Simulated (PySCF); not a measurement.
Run report: C₃H₁₁NSi₂, NMR shielding calculation

The run: NMR shielding calculation of C₃H₁₁NSi₂. Method and program: GIAO PBE/pcSseg-1 NMR shielding, non-relativistic, IEF-PCM dichloromethane (PySCF 2.14.0).

The geometry comes from this level: GFN2-xTB, coordinate held. Figures and captions count atoms from 1; the log counts them from 0 in places.

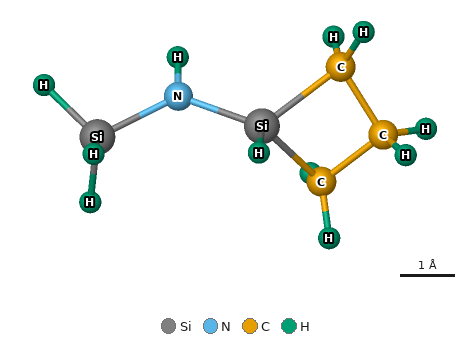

*The input geometry (ball-and-stick view, seen at a tilt).*

Bond lengths as drawn: C–C 1.53 to 1.54 Å, C–H 1.09 Å, C–Si 1.91 to 1.92 Å, H–N 1.01 Å, H–Si 1.46 to 1.47 Å and N–Si 1.73 Å.

**Key numbers**

```csv
quantity,value
outcome,converged
total energy,−754.116862 hartree
HOMO,−5.72 eV
LUMO,−0.38 eV
dipole moment,1.15 D
"isotropic shielding, Si",344.6 to 394.3 ppm
"isotropic shielding, N",238.6 ppm
"isotropic shielding, C",154.9 to 165.8 ppm
"isotropic shielding, H",26.6 to 30.7 ppm
hardware,"1 CPU thread, shared host"
wall time,26 s
peak memory,0.7 GiB
```

**Input file**
```
{"job": {"kind": "nmr", "xc": "PBE", "basis": "pcSseg-1", "solvent": "dichloromethane", "every": 1, "pop": false}, "charge": 0, "multiplicity": 1}
Si     3.032299     0.124916    -0.574540
N      1.576325     0.256907     0.354905
Si    -0.043300     0.448660    -0.213273
C     -1.424739     0.591457     1.092418
C     -2.331097    -0.176681     0.121552
C     -1.242055    -1.016008    -0.562031
H      3.067624    -1.121356    -1.346815
H      3.068423     1.270269    -1.479923
H      4.120892     0.151121     0.402562
H      1.655150    -0.045969     1.311893
H     -0.035768     1.470067    -1.257470
H     -1.806284     1.563027     1.396465
H     -1.237803     0.006619     1.990008
H     -2.792270     0.505331    -0.589754
H     -3.121084    -0.759423     0.599973
H     -1.478423    -1.327384    -1.577019
H     -1.018324    -1.906155     0.021801
```

The first line tells a small driver script what to run in PySCF; the rest is the geometry in Å.

Run as:
```bash
OMP_NUM_THREADS=1 python <driver script> task.json out
```

**What the program printed**
```
coarse grid: 14392 points
cycle   1  E = -753.9243092540  dE =  4.012e-01  |g| = 7.765e-01  |ddm| = 3.726e+00
cycle   2  E = -753.5917787181  dE =  3.325e-01  |g| = 1.374e+00  |ddm| = 2.232e+00
cycle   3  E = -754.0703151849  dE = -4.785e-01  |g| = 1.098e-01  |ddm| = 1.653e+00
cycle   4  E = -754.0723424379  dE = -2.027e-03  |g| = 6.780e-02  |ddm| = 1.680e-01
cycle   5  E = -754.0734010405  dE = -1.059e-03  |g| = 1.615e-02  |ddm| = 7.616e-02
cycle   6  E = -754.0734601996  dE = -5.916e-05  |g| = 3.823e-03  |ddm| = 1.933e-02
cycle   7  E = -754.0734639721  dE = -3.773e-06  |g| = 5.551e-04  |ddm| = 5.177e-03
final grid: 127560 points
cycle   8  E = -754.1168185543  dE = -2.547e-05  |g| = 1.343e-02  |ddm| = 3.404e-02
cycle   9  E = -754.1167247197  dE =  9.383e-05  |g| = 2.374e-02  |ddm| = 3.327e-02
cycle  10  E = -754.1168617682  dE = -1.370e-04  |g| = 1.317e-03  |ddm| = 2.200e-02
cycle  11  E = -754.1168620054  dE = -2.372e-07  |g| = 6.688e-04  |ddm| = 1.516e-03
cycle  12  E = -754.1168621108  dE = -1.054e-07  |g| = 7.681e-05  |ddm| = 6.934e-04
cycle  13  E = -754.1168621121  dE = -1.305e-09  |g| = 2.514e-05  |ddm| = 1.058e-04
cycle  14  E = -754.1168621123  dE = -1.378e-10  |g| = 7.988e-06  |ddm| = 2.505e-05
```

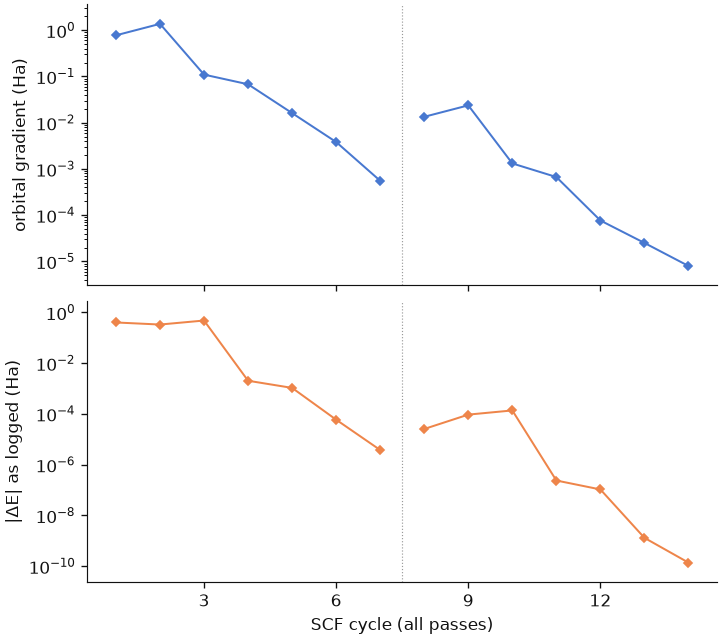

*Convergence of the self-consistent field: orbital gradient and size of the energy change against the SCF cycle. The dotted line marks the change from a coarse to the final integration grid.*

The first 7 cycles use a coarse grid, the final grid takes over at cycle 8, and the field converges after 14 cycles in all.

```
converged SCF energy = -754.1168621123

GIAO shielding tensors (ppm)
atom      isotropic    diamagn.    paramagn.     s11        s22        s33       span
  0 Si     394.315     879.857    -485.542    348.796    374.837    459.311    110.515
  1 N      238.554     324.172     -85.618    222.650    229.163    263.849     41.199
  2 Si     344.646     880.822    -536.176    301.754    335.977    396.205     94.451
  3 C      158.356     254.826     -96.470    123.783    169.794    181.492     57.709
  4 C      165.751     253.865     -88.114    157.512    165.316    174.426     16.913
  5 C      154.897     255.121    -100.224    124.039    166.674    173.979     49.939
  6 H       26.663      28.819      -2.156     22.615     25.193     32.180      9.565
  7 H       26.777      28.614      -1.837     23.286     25.432     31.613      8.326
  8 H       26.741      27.841      -1.099     23.293     24.905     32.025      8.732
  9 H       30.719      33.203      -2.484     21.999     29.634     40.525     18.527
 10 H       26.550      30.599      -4.048     22.963     26.045     30.644      7.681
 11 H       30.133      31.303      -1.171     25.656     27.319     37.424     11.768
 12 H       29.999      32.912      -2.913     27.342     28.393     34.261      6.918
 13 H       30.177      31.542      -1.365     27.195     27.588     35.747      8.552
 14 H       29.532      29.953      -0.421     25.345     26.531     36.719     11.373
 15 H       30.223      31.979      -1.756     25.795     27.689     37.184     11.390
 16 H       30.143      33.184      -3.041     27.504     28.602     34.324      6.820
```

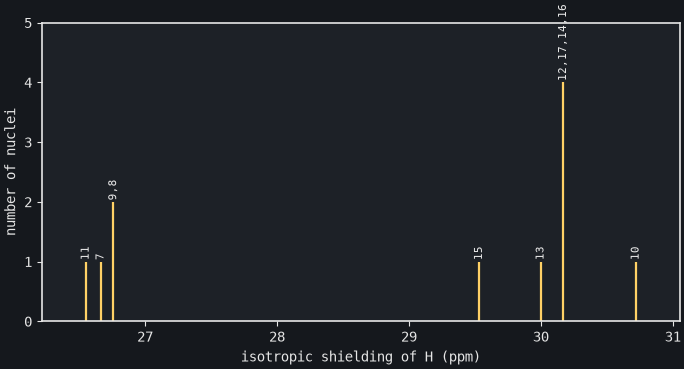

*Isotropic shieldings of the hydrogen nuclei in this fixed geometry, labelled by atom number; shielding grows to the right, so chemical shift grows to the left.*

The least shielded is H11 (26.6 ppm), the most shielded H10 (30.7 ppm).
